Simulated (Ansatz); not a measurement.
Ga(MoS₂)₄ (space group F-43m)

```yaml
crystal:
  lattice:
    - [0.00000, 4.83254, 4.83254]
    - [4.83254, 0.00000, 4.83254]
    - [4.83254, 4.83254, 0.00000]
  atoms:
    - { symbol: Ga, position: [0.50000, 0.50000, 0.50000] }
    - { symbol: Mo, position: [0.30807, 0.89731, 0.89731] }
    - { symbol: Mo, position: [0.89731, 0.89731, 0.89731] }
    - { symbol: Mo, position: [0.89731, 0.89731, 0.30807] }
    - { symbol: Mo, position: [0.89731, 0.30807, 0.89731] }
    - { symbol: S, position: [0.63632, 0.09104, 0.63632] }
    - { symbol: S, position: [0.09104, 0.63632, 0.63632] }
    - { symbol: S, position: [0.63632, 0.63632, 0.63632] }
    - { symbol: S, position: [0.63632, 0.63632, 0.09104] }
    - { symbol: S, position: [0.13474, 0.59577, 0.13474] }
    - { symbol: S, position: [0.59577, 0.13474, 0.13474] }
    - { symbol: S, position: [0.13474, 0.13474, 0.13474] }
    - { symbol: S, position: [0.13474, 0.13474, 0.59577] }
```

E(V) scan at fixed shape, V₀ the volume above. The atoms relax within the cell's symmetry.

Level of theory: PBEsol (plane waves to 420 eV, PAW, scalar-relativistic; Ansatz, a quantum-chemistry and plane-wave program). k mesh 7×7×7 (Γ-centred), Fermi-Dirac smearing 0.05 eV. E stands for the smeared free energy. Ga(MoS2)4 is run without spin polarisation. Ga(MoS2)4 was relaxed with its symmetry unable to fall. ΔE is measured from the relaxed starting cell.

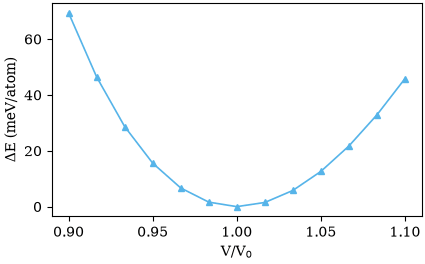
ΔE (meV/atom) against V/V₀; computed points joined by lines.

Problem. What is ΔE at V/V₀ = 1.100?

Solution. About 46 meV/atom.

Problem. What bulk modulus B₀ follows from a third-order Birch-Murnaghan fit?

Solution. About 100 GPa.

Problem. What is ΔE at V/V₀ = 0.900?

Solution. About 69 meV/atom.

(Under strain, the slope of the energy per volume gives the stress and its curvature an elastic modulus.)
